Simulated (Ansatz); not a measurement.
# CH5AsSi (SMILES C1[SiH2][AsH]1): BHLYP/def2-SVP

What is the electronic atomisation energy of CH5AsSi at BHLYP/def2-SVP? 

Program for the calculation: Ansatz 0.2.0.

78 further runs of the same task are left out: 78 set aside as unsound or not needed.

### Step 1. The system as given

CH5AsSi has 8 atoms, charge 0, and is taken as a singlet. SMILES: `C1[SiH2][AsH]1`. The coordinates come from a PBE0-D4/def2-TZVP relaxation.

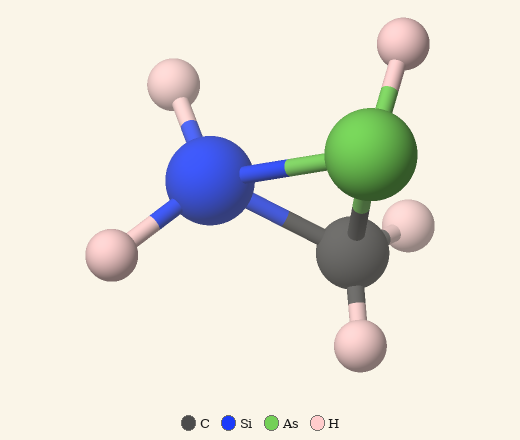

The structure, seen from a chosen angle (carbon dark grey, silicon blue, arsenic green, hydrogen pink).

### Step 2. A single-point energy at BHLYP/def2-SVP

File in.yaml:

```yaml
crystal:
  periodic: [false, false, false]
  atoms:
    - {symbol: C, position_ang: [-0.770300, 0.017900, -0.576000]}
    - {symbol: Si, position_ang: [0.707800, 0.663100, 0.315700]}
    - {symbol: As, position_ang: [-0.538100, -1.122700, 1.107200]}
    - {symbol: H, position_ang: [-0.667200, -0.524000, -1.509300]}
    - {symbol: H, position_ang: [-1.690700, 0.591800, -0.522300]}
    - {symbol: H, position_ang: [0.581300, 1.973900, 0.990500]}
    - {symbol: H, position_ang: [2.040800, 0.422300, -0.277100]}
    - {symbol: H, position_ang: [0.428400, -2.079400, 0.415600]}
basis:
  gaussian:
    orbitals: def2-SVP
hamiltonian:
  xc: {name: BHLYP}
output:
  orbitals: {seedname: orbitals}
accuracy: high
```

The run is started by

```console
$ ansatz run in.yaml --threads 1 --pin off --max-ram 3480MiB --events-out events.jsonl --progress --plain --runs-dir runs
```

Log:

```text
Warning: RAYON_NUM_THREADS=1 ignored (pool sized by the plan → 1); use --threads N
Functional definition: BHLYP
  name "BHLYP"
  parameter a = 0.5
  exchange = (1 - a)*b88_x + a*exact_x
  correlation = lyp_c
1915 factors; integrals over basis functions are off by at most 4.8e-9 eV
mean field evaluation 1: about -69821.4723 eV, gradient 3.4e1 eV
mean field evaluation 2: about -69820.6310 eV, gradient 3.7e1 eV
mean field evaluation 4: about -69824.3419 eV, gradient 8.8e-1 eV
mean field evaluation 8: about -69824.6360 eV, gradient 1.3e-1 eV
mean field evaluation 16: about -69824.6361 eV, gradient 2.6e-5 eV
mean field -69824.63611753 eV, -2566.0080484811 hartree, gradient 3.2e-8 eV, S^2 0.000000; 0 other end points of the search recorded, 0 dependent functions left out
reference -69824.63614330 eV, -2566.0080494280 hartree; 29, 29 occupied and 60, 60 virtual orbitals, 1915 factors
Total energy: -69824.63614330 eV, -2566.0080494280 hartree
```

It took 9.3 s on 1 thread of Arm Neoverse V1, shared host; peak memory 0.31 GiB.

### Step 3. The As atom at the same level

File job.yaml:

```yaml
crystal:
  periodic: [false, false, false]
  atoms:
    - {symbol: As, position_ang: [0.000000, 0.000000, 0.000000]}
basis:
  gaussian:
    orbitals: def2-SVP
magnetization:
  spin_polarized: true
  initial_magnetization: 3
hamiltonian:
  xc: {name: BHLYP}
accuracy: high
```

Run the same way, it converges to -2235.52418 Eh (log not shown).

### Step 4. The C atom

File molecule.yaml:

```yaml
crystal:
  periodic: [false, false, false]
  atoms:
    - {symbol: C, position_ang: [0.000000, 0.000000, 0.000000]}
basis:
  gaussian: {orbitals: def2-SVP}
magnetization: {spin_polarized: true, initial_magnetization: 2}
hamiltonian: {xc: {name: BHLYP}}
accuracy: high
```

The run is started by

```console
$ ansatz run molecule.yaml --threads 1 --pin off --max-ram 3480MiB --events-out events.jsonl --progress --plain --runs-dir runs
```

Log:

```text
Warning: RAYON_NUM_THREADS=1 ignored (pool sized by the plan → 1); use --threads N
Functional definition: BHLYP
  name "BHLYP"
  parameter a = 0.5
  exchange = (1 - a)*b88_x + a*exact_x
  correlation = lyp_c
95 factors; integrals over basis functions are off by at most 1.9e-9 eV
mean field evaluation 1: about -1028.5613 eV, gradient 3.5e0 eV
mean field evaluation 2: about -1028.6405 eV, gradient 6.6e-1 eV
mean field evaluation 4: about -1028.6442 eV, gradient 3.3e-2 eV
mean field evaluation 8: about -1028.6442 eV, gradient 1.3e-4 eV
mean field -1028.64423170 eV, -37.8019782749 hartree, gradient 4.0e-8 eV, S^2 2.003442; 0 other end points of the search recorded, 0 dependent functions left out
reference -1028.64424547 eV, -37.8019787808 hartree; 4, 2 occupied and 10, 12 virtual orbitals, 95 factors
Total energy: -1028.64424547 eV, -37.8019787808 hartree
```

It took 0.28 s on 1 thread of Arm Neoverse V1, shared host.

### Step 5. The H atom

File job.yaml:

```yaml
basis:
  gaussian:
    orbitals: def2-SVP
crystal:
  periodic: [false, false, false]
  atoms:
    - symbol: H
      position_ang: [0.000000, 0.000000, 0.000000]
magnetization:
  spin_polarized: true
  initial_magnetization: 1
hamiltonian:
  xc: {name: BHLYP}
accuracy: high
```

Run the same way, it converges to -0.49784 Eh (log not shown).

### Step 6. The Si atom, same level

File job.yaml:

```yaml
crystal:
  periodic: [false, false, false]
  atoms:
    - {symbol: Si, position_ang: [0.000000, 0.000000, 0.000000]}
basis:
  gaussian:
    orbitals: def2-SVP
accuracy: high
magnetization:
  spin_polarized: true
  initial_magnetization: 2
hamiltonian:
  xc: {name: BHLYP}
```

The run is started by

```console
$ ansatz run job.yaml --threads 1 --pin off --max-ram 3480MiB --events-out events.jsonl --progress --plain --runs-dir runs
```

Log:

```text
Warning: RAYON_NUM_THREADS=1 ignored (pool sized by the plan → 1); use --threads N
Functional definition: BHLYP
  name "BHLYP"
  parameter a = 0.5
  exchange = (1 - a)*b88_x + a*exact_x
  correlation = lyp_c
134 factors; integrals over basis functions are off by at most 2.5e-9 eV
mean field evaluation 1: about -7871.6358 eV, gradient 2.2e0 eV
mean field evaluation 2: about -7871.6907 eV, gradient 5.3e-1 eV
mean field evaluation 4: about -7871.6993 eV, gradient 1.1e-1 eV
mean field evaluation 8: about -7871.6995 eV, gradient 5.8e-4 eV
mean field evaluation 16: about -7871.6995 eV, gradient 1.3e-8 eV
mean field -7871.69946712 eV, -289.2796197872 hartree, gradient 1.3e-8 eV, S^2 2.003876; 0 other end points of the search recorded, 0 dependent functions left out
reference -7871.69948210 eV, -289.2796203375 hartree; 8, 6 occupied and 10, 12 virtual orbitals, 134 factors
Total energy: -7871.69948210 eV, -289.2796203375 hartree
```

It took 0.5 s on 1 thread of Arm Neoverse V1, shared host.

### Step 7. Results

At BHLYP/def2-SVP:

```
                     quantity           value
       molecule: total energy  -2566.00805 Eh
        molecule: HOMO energy        -7.72 eV
        molecule: LUMO energy         0.83 eV
      molecule: HOMO–LUMO gap         8.55 eV
        As atom: total energy  -2235.52418 Eh
                As atom: ⟨S²⟩           3.750
         C atom: total energy    -37.80198 Eh
                 C atom: ⟨S²⟩           2.003
         H atom: total energy     -0.49784 Eh
                 H atom: ⟨S²⟩           0.750
        Si atom: total energy   -289.27962 Eh
                Si atom: ⟨S²⟩           2.004
electronic atomisation energy       24.846 eV
```

In words: Taking the molecule apart into free atoms costs 24.85 eV (2397 kJ/mol), before zero-point energy and without spin-orbit coupling.
